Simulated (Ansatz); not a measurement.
## Electronic structure of AlBrCl3H in real space

The calculation's input:

```
crystal:
  periodic: [false, false, false]
  atoms:
    - {symbol: Al, position_ang: [-0.344247, 0.426436, -0.266135]}
    - {symbol: Cl, position_ang: [1.767834, -0.281941, -0.547452]}
    - {symbol: Cl, position_ang: [-1.566758, -0.098858, -1.864587]}
    - {symbol: Cl, position_ang: [-0.428106, 2.333269, 0.559978]}
    - {symbol: H, position_ang: [0.993469, -1.092127, 0.628924]}
    - {symbol: Br, position_ang: [-0.422293, -1.286878, 1.489173]}
basis:
  gaussian: {orbitals: def2-TZVPP}
hamiltonian: {xc: pbe0, dispersion: d4}
output: {orbitals: {seedname: orbitals}}
```

Command:

```sh
ansatz run in.yaml --threads 8 --pin off --events-out ev --progress --plain --max-ram 19148MiB
```

A transition-state structure; geometry: PBE0-D4/def2-TZVP.

Level of theory: RKS PBE0-D4/def2-TZVPP (Ansatz).

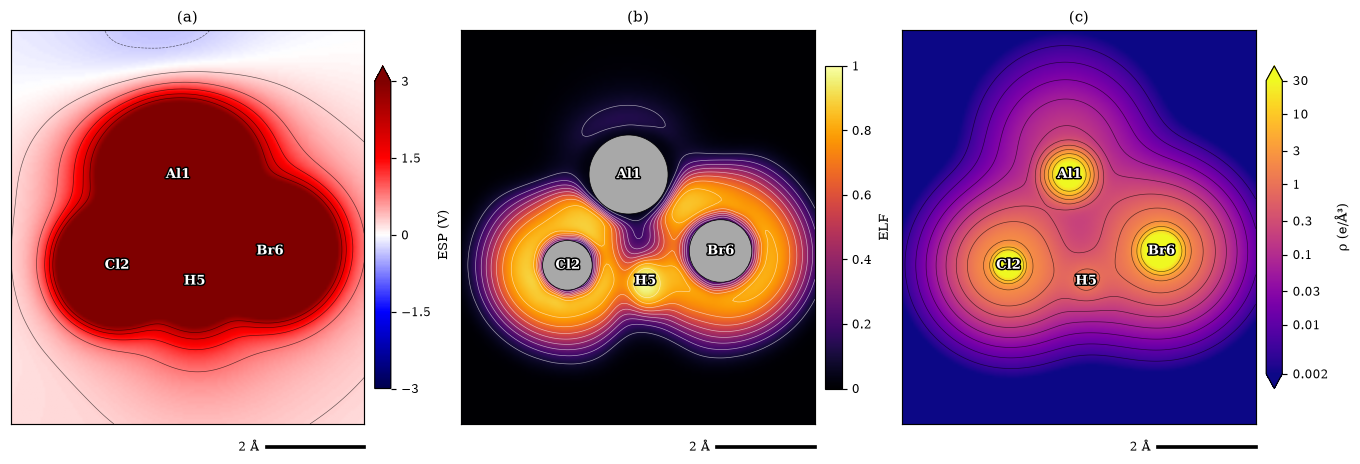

Figure 1. (a) electrostatic potential; (b) ELF; (c) electron density on the plane of atoms Cl2, Al1 and Br6. Grey discs cover the atomic cores in the ELF map.

> What does the map show?

The section cuts through Al, Cl, H and Br sites.
Al–Br (2.45 Å): ρ at the midpoint is about 0.47 e/Å³; the ELF peaks at about 0.85 in the valence shell of Br, 1.1 Å from its nucleus, and is about 0.80 at the midpoint.
Cl–H (1.62 Å): ρ is about 1.2 e/Å³ halfway; the ELF climbs to about 0.95 towards the hydrogen, as it does in any bond to H.
Al–Cl (2.25 Å): ρ at the midpoint is about 0.57 e/Å³; the ELF peaks at about 0.90 in the valence shell of Cl, 0.8 Å from its nucleus, and is about 0.85 at the midpoint.
Br–H (1.67 Å): ρ is about 1.2 e/Å³ halfway; the ELF climbs to about 0.95 towards the hydrogen.
The ELF also peaks beside Cl2 and Br6, away from the bonds: lone-pair regions.
Outside the dense part of the molecule the potential is most negative (−0.3 V) near Cl3, which lies off the plane.

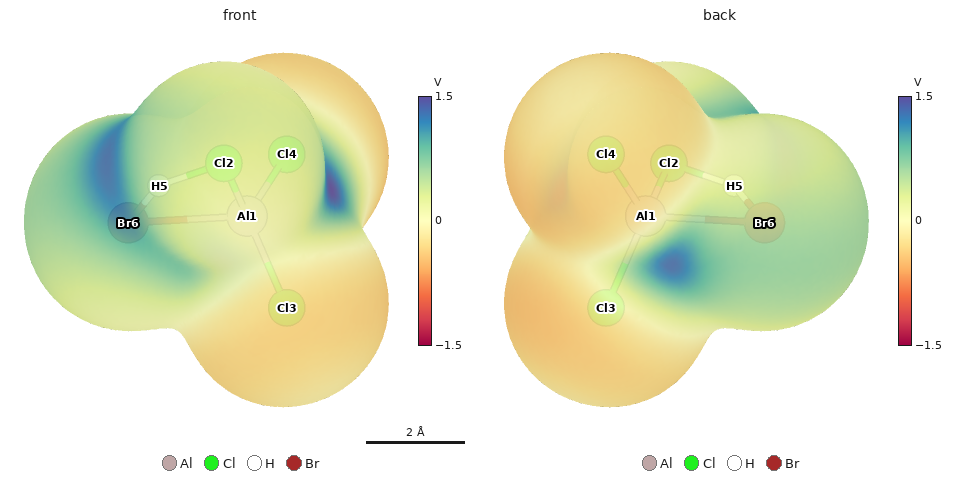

Figure 2. The molecular electrostatic potential painted on the density surface at 0.001 e/bohr³, seen from the front and from behind; the colour scale runs from red (negative) to blue (positive).

> Describe the electrostatic potential map.

The most negative region (about −0.5 V, or −12 kcal/mol for a unit charge) lies over Cl3 and Cl4, the most positive (about +1.3 V, or +30 kcal/mol for a unit charge) over Al1 and H5.

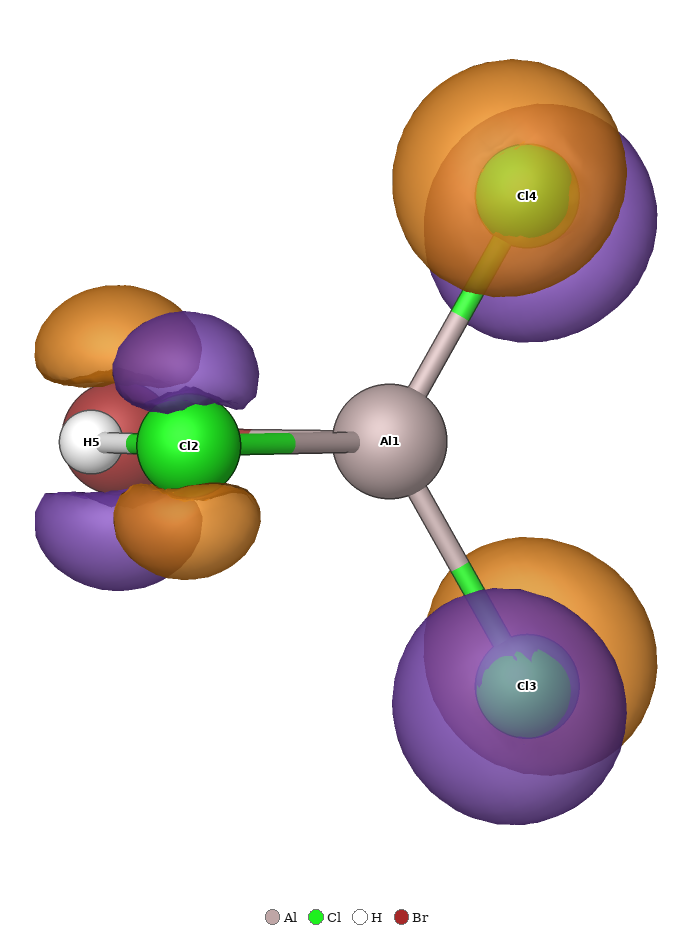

Figure 3. The HOMO−1 at ±0.15 Å⁻³ᐟ² (orange and purple are the two phases), seen across its widest extent.

> Where does this orbital lie, and at what energy?

By Hirshfeld shares it lies mainly on Cl3 (about 35 %), Cl4 (about 35 %), Br6 (about 15 %) and Cl2 (about 10 %); largely a combination of lone pairs on Cl3, Cl4, Br6 and Cl2. Its energy is −9.30 eV.
